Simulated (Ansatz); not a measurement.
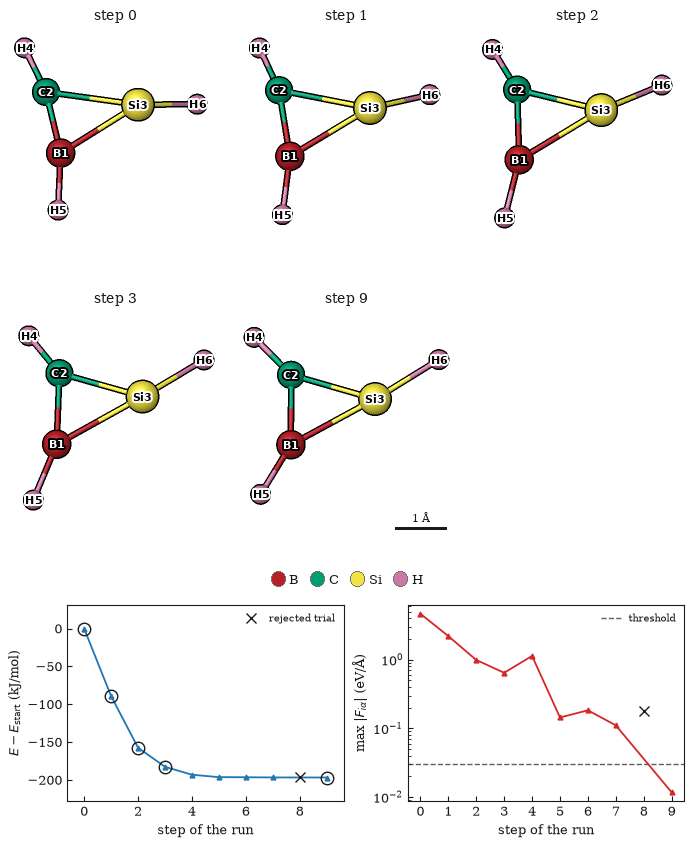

Frames of a relaxation of CH3BSi, marked on the history of the run. The picture is a ball-and-stick view, seen at a tilt.

It is one of the separated reactants of a reaction.

Theory: RKS PBE-D4/def2-SVP (Ansatz 0.2.0). (force threshold 0.03 eV/Å; at most 250 steps)

Describe the path.

Answer. The largest move after the best rigid fit is that of H6, 0.62 Å. By element the largest moves are H 0.62 Å, Si 0.55 Å, C 0.28 Å, B 0.17 Å. Some distances before and after: C2–Si3 2.003 → 1.763 Å, B1–C2 1.351 → 1.490 Å, B1–Si3 1.834 → 1.921 Å, B1–H5 1.150 → 1.207 Å. Among the angles between lasting bonds that change: B1–Si3–H6 125.8° → 176.7°, B1–C2–H4 168.3° → 137.9°, Si3–B1–H5 122.3° → 149.2°. After 8 accepted moves (9 points after the start) the energy has fallen by 196.7 kJ/mol. Largest force component: 4.7 eV/Å at the start, 0.012 eV/Å at the end. The line search rejected the trial step at point 8 of the run. Cost: 8.5 s on 2 threads of Arm Neoverse V2, with other jobs on the host. From step 0 to 1: H6 moves most (0.20 Å), energy −89.2 kJ/mol. From step 1 to 2: H atoms move most (0.20 Å), energy −68.1 kJ/mol. From step 2 to 3: H6 moves most (0.20 Å), energy −25.2 kJ/mol. From step 3 to 9: Si3 moves most (0.23 Å), energy −14.2 kJ/mol.
